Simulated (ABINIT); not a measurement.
## How far to go with the SCF threshold: CaC2 (I4mm, 3 atoms in the cell)

```
CaC2
1.0
   -1.94397     1.94397     3.21812
    1.94397    -1.94397     3.21812
    1.94397     1.94397    -3.21812
Ca C
1 2
Direct
  0.00777   0.00777   0.00000
  0.59789   0.59789   0.00000
  0.40211   0.40211   0.00000
```

Computed with PBEsol, norm-conserving pseudopotentials (PseudoDojo nc-sr-04 PBEsol standard) (plane waves; ABINIT 10.0.3).

Base settings: pseudos = [Ca.upf, C.upf]; ecut = 1116 eV; ixc = -116133; occopt = 3; tsmear = 0.00183747 Ha; ngkpt = 4 4 4; nshiftk = 1; shiftk = 0 0 0; potentials = PseudoDojo nc-sr-04 PBEsol standard; nband = 14.

In this ladder: tolvrs = default.

The mesh stays at the base's, so the ladder's end is converged at best in this setting alone.

Only quantities that move along the ladder and can be compared are tabulated.

The count of work is k-points × plane waves × bands × iterations; it is no time. 

The starting cell comes from a database of computed structures (which also holds hypothetical and non-ambient phases and stackings), without a prior relaxation at this level. Its lattice was rescaled by up to half a per cent. One atom was moved a little off its site on purpose.

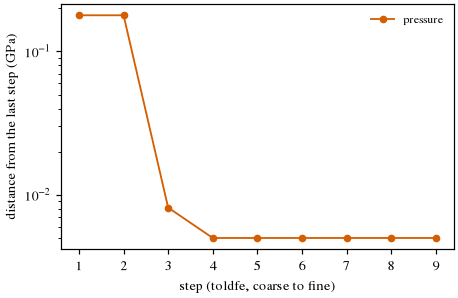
Fig. 1. Distance from the last step along the ladder; very small values are drawn at a floor.

```csv
toldfe,pressure (GPa),largest difference of a force vector from the last step's (eV/Å),count of work / last
0.0037 Ha,-2.29,0.086,0.21
0.00037 Ha,-2.29,0.086,0.21
3.7e-05 Ha,-2.46,0.001,0.29
3.7e-06 Ha,-2.47,0.001,0.33
3.7e-07 Ha,-2.47,0.001,0.33
3.7e-08 Ha,-2.47,0.001,0.33
3.7e-09 Ha,-2.47,0.000,0.38
3.7e-10 Ha,-2.47,0.000,0.42
3.7e-12 Ha,-2.47,0.000,0.50
3.7e-14 Ha,-2.47,0.000,1.0
```

Coarsest toldfe that holds the pressure within 0.1 GPa of the last step, with all finer ones: 3.7e-05 Ha, at 0.29 of the last step's count of work; the step before is off by 0.18 GPa.

Coarsest toldfe that holds the forces within 0.02 eV/Å of the last step, with all finer ones: 3.7e-05 Ha, at 0.29 of the last step's count of work; the step before is off by 0.086 eV/Å.
